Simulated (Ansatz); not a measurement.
SnCl$_{2}$ (space group Pnma)

```
SnCl2
1.0
    7.47652     0.00000     0.00000
    0.00000     4.28524     0.00000
    0.00000     0.00000     8.93671
Sn Cl
4 8
Direct
  0.76593   0.75000   0.58478
  0.23407   0.25000   0.41522
  0.73407   0.25000   0.08478
  0.26593   0.75000   0.91522
  0.52092   0.25000   0.84297
  0.47908   0.75000   0.15703
  0.97908   0.75000   0.34297
  0.02092   0.25000   0.65703
  0.14165   0.25000   0.07798
  0.85835   0.75000   0.92202
  0.35835   0.75000   0.57798
  0.64165   0.25000   0.42202
```

A phonon eigenvector at Γ is frozen into this cell: atom i moves by Q times the vector below, so Q is the largest atomic displacement, in Å. The cell is held.

| atom | x | y | z |
|---|---|---|---|
| Sn1 | 0.082 | 0.000 | 0.133 |
| Sn2 | -0.082 | 0.000 | -0.133 |
| Sn3 | -0.082 | 0.000 | 0.133 |
| Sn4 | 0.082 | 0.000 | -0.133 |
| Cl5 | 0.447 | 0.000 | -0.195 |
| Cl6 | -0.447 | 0.000 | 0.195 |
| Cl7 | -0.447 | 0.000 | -0.195 |
| Cl8 | 0.447 | 0.000 | 0.195 |
| Cl9 | -0.573 | 0.000 | 0.819 |
| Cl10 | 0.573 | 0.000 | -0.819 |
| Cl11 | 0.573 | 0.000 | 0.819 |
| Cl12 | -0.573 | 0.000 | -0.819 |

Level of theory: LDA (plane waves to 420 eV, PAW, scalar-relativistic; Ansatz, a first-principles code). k mesh 4×6×3 (Γ-centred), Fermi-Dirac smearing 0.05 eV. The energy includes the smearing's −TS. SnCl2 was relaxed with its symmetry unable to fall. The relaxed volume of SnCl2 is well below the measured one. ΔE is measured from the undisplaced structure.

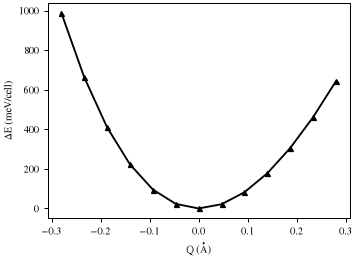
ΔE (meV/cell) against Q (Å); computed points joined by lines.

Question: Is the energy the same for displacements of ±0.280 Å, and if not, which side lies higher?

Answer: Not even: the negative side lies higher at ±0.280 Å.

Question: What is the energy change at Q = 0.280 Å?

Answer: About 640 meV/cell.

Question: What harmonic wavenumber does the curvature at Q = 0 give?

Answer: About 170 cm⁻¹.

(For displaced atoms, the force is minus the slope of the energy, and its curvature is a force constant, which sets phonon frequencies.)
